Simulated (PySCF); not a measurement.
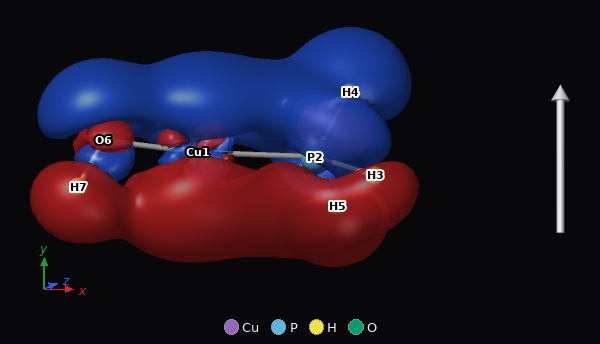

Figure. Cu(PH3)(OH) (CuH$_{4}$OP). Change of the electron density in a uniform field of 0.51 V/Å along +y (arrow), surfaces at ±0.002 e/Å³ (red: gain, blue: loss).

Method: TPSS/def2-TZVP; geometry: GFN2-xTB; program: PySCF. This is a single-reference result, which may miss multireference character in this system. No frequency check shows the geometry to be a minimum. A basis without diffuse functions makes polarisabilities too small. GFN2-xTB bond lengths at metals and heavier atoms can be off by up to 0.1 Å and shapes distorted, which carries into these values.

Q: What dipole is induced, and what polarisability does it imply?

A: The induced dipole is 1.08 D (along the field); α along this axis, from the fields in both directions, is 42 bohr³ (6.3 Å³).

Q: Which atoms gain and lose the most charge?

A: Electrons gather most on H5 (Hirshfeld charge changes by −0.013 e) and leave H4 most (+0.022 e); 0.121 electrons are displaced in all.
